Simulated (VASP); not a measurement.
Data:

```
CELL_PARAMETERS angstrom
     -1.48633     1.48633     1.48633
      1.48633    -1.48633     1.48633
      1.48633     1.48633    -1.48633
ATOMIC_POSITIONS crystal
  V  0.00000 0.00000 0.00000
```

These are rev-vdW-DF2, VASP's PBE PAW potentials (set 64) (plane waves; VASP) values and carry that method's errors. Run with 520 eV cut-off, 19×19×19 Γ-centred mesh, tetrahedra with Blöchl corrections, potentials V_sv.

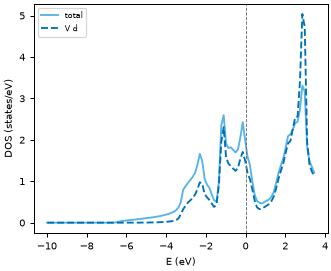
Total and projected density of states, zero at the Fermi level

Within 2 eV below the Fermi level the largest weight inside VASP's projection spheres is V d.

It has no gap at this level: it comes out as a metal or semimetal.

The compound is V in the bcc structure. It was relaxed first, which changed the volume by -6 %. The run is not spin-polarised, so no magnetic state was tried.
